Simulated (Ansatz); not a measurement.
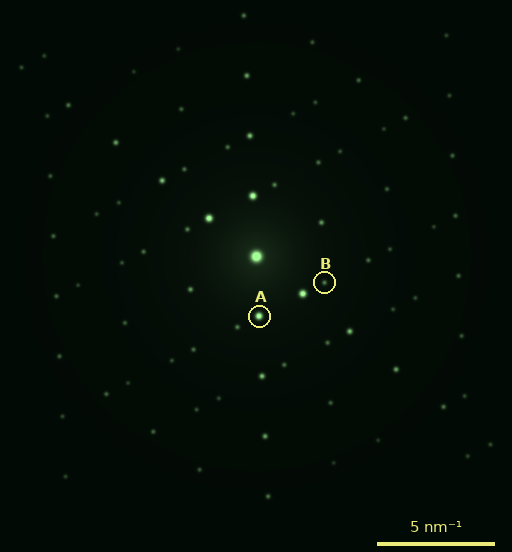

The pattern is a kinematic simulation for 80 kV electrons (no multiple scattering; isotropic B = 0.5 Å²). Two individuals of a reflection twin are superposed (a geometric construction: whether this twin forms is not tested). Crystal: Be₂H₃O, space group Cmc2_1 (No. 36), a = 7.766 Å, b = 4.690 Å, c = 5.198 Å, zone axis [011]. Structure: the end point of a relaxation with Ansatz, DFT, PAW plane waves, r2scan; the starting structure was generated, so it need not be a known form of this composition.

```tsv
atom	site	symmetry	x	y	z
O	4a	m..	0.5000	0.9021	0.8368
Be	4a	m..	0.5000	0.4027	0.2305
Be	4a	m..	0.5000	0.8562	0.1355
H	4a	m..	0.5000	0.3860	0.9357
H	8b	1	0.1440	0.0950	0.1852
```

In the first individual spot A is -2 0 0 and spot B is -1 -1 1.

Find the twin plane.

Answer. (1-11). The spot positions of the combined pattern are mirror-symmetric about the row through 1 -1 1 (d = 3.177 Å), which both individuals share, while a single individual has only symmetry 2mm without that mirror line. Friedel's law adds a mirror line at right angles, along which no low-index reflection lies.

Which other reflections coincide?

Answer. Off the common row, 5 1 -1, 4 2 -2, 6 0 0 and their kin fall on spots of the second individual; about 31 % of the first individual's visible spots are shared.
